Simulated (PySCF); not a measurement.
**C3H7F2Si2 (SMILES C=C[Si]([SiH3])C(F)F) (doublet): density, localisation and related maps**

```csv
atom,x (Å),y (Å),z (Å)
C,-1.2628,-2.2212,0.4449
C,-1.2725,-0.8994,0.6382
Si,0.2162,0.2083,0.4556
Si,2.0818,-0.0443,-0.8642
C,-0.5733,1.9850,0.2294
F,-1.1730,2.4300,1.3690
F,0.4215,2.8810,-0.0491
H,-2.1333,-2.8336,0.6148
H,-0.3847,-2.7364,0.0926
H,-2.1884,-0.4487,1.0099
H,1.9379,0.2133,-2.3039
H,3.1509,0.8236,-0.3650
H,2.4968,-1.4434,-0.7190
H,-1.3179,2.0854,-0.5753
```

Geometry: GFN2-xTB.

The calculation used UKS B3LYP, pcH-1 on C F H Si, non-relativistic, mean-field spin-orbit, GIAO in PySCF 2.14.0, density-fitted response routines.

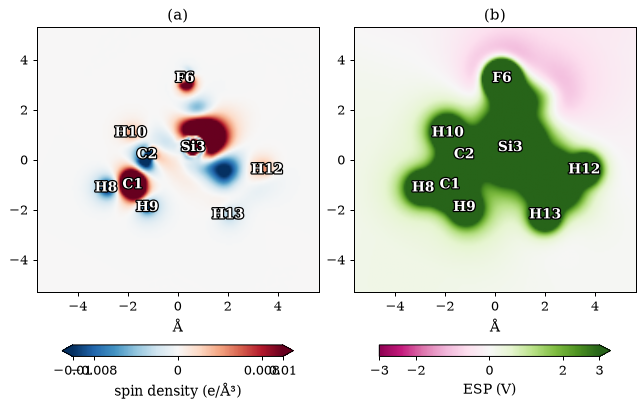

Figure 1. (a) spin density (α minus β); (b) molecular electrostatic potential on the plane of atoms Si3, C2 and H10.

What does the map show?

Answer. The plane passes through C, Si, F and H nuclei. The unpaired spin (1 electron) lies mostly on Si3 (about 0.7), C1 (about 0.2) and Si4 (about 0.1), in electrons by Hirshfeld's partition. Outside the dense part of the molecule the potential is most negative (−1.1 V) near F6.

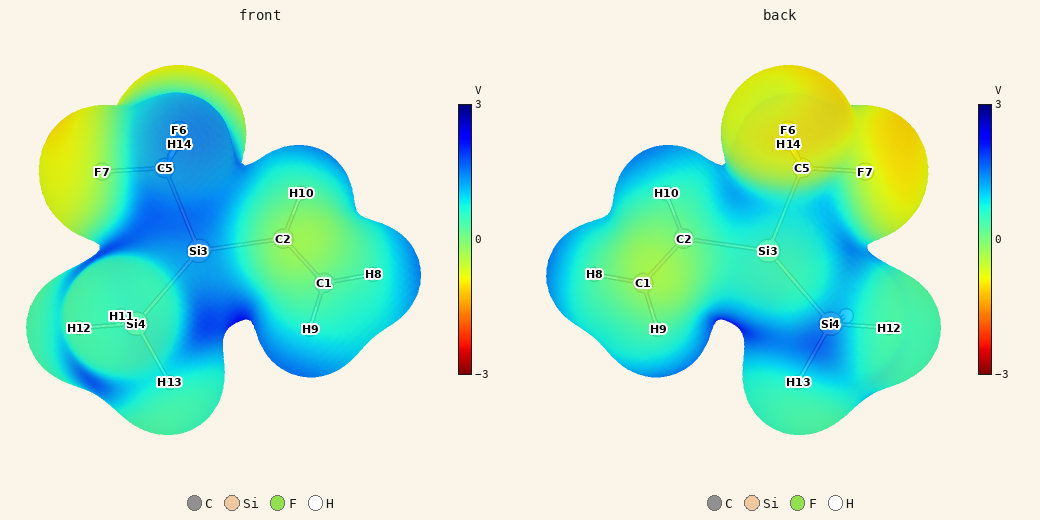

Figure 2. The electrostatic potential painted on the density surface at 0.004 e/bohr³, seen from the front and from behind; the colour scale runs from red (negative) to blue (positive).

Which sites attract a positive test charge, and which a negative one?

Answer. A positive charge is drawn to the negative regions and a negative charge to the positive ones. The most negative region (about −1.1 V) lies over F6 and F7, the most positive (about +2.1 V) over Si3.
